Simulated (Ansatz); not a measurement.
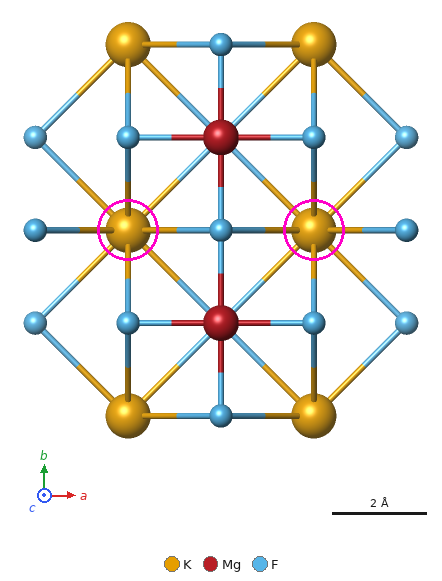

Perfect KMgF3. A ball-and-stick model of the atoms within 4.8 Å of one point, in a slice 5.0 Å thick across the line of sight, seen along the c axis.

Method: DFT, PBEsol, PAW, plane waves in Ansatz. Set-up: plane-wave cutoff 420 eV; k-point mesh 1 × 1 × 1; mesh shifted by (0.25, 0.25, 0.25); no spin polarisation. Fermi-Dirac smearing of 0.01 eV. The axes drawn are those of the host's conventional cell.

Two potassium atoms are replaced by zinc, the two sites 4.0 Å apart at the ringed places, in charge state 0. The supercell has 40 sites, and the atoms are relaxed at the host's cell.

Q: Predict the relaxed surroundings of the defect.

A: One site: in the host the K atom has 12 F at 2.82 Å; the Zn atom ends with 4 F at 2.15 Å, 1 Zn at 2.23 Å. The other site: in the host the K atom has 12 F at 2.82 Å; the Zn atom ends with 4 F at 2.15 Å, 1 Zn at 2.23 Å. Of the host's atoms, a fluorine atom moves furthest from its site, by 0.12 Å. The Zn atom itself moves 1.11 Å from where it was put. The Zn atom itself moves 2.87 Å from where it was put.

The relaxed defect, seen from the same direction:

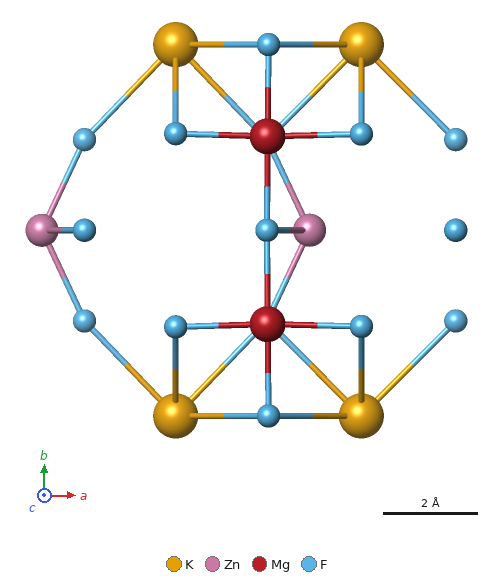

Limits of the set-up: the periodic images lie only 8.0 Å apart, so the values are limited by the cell's size.
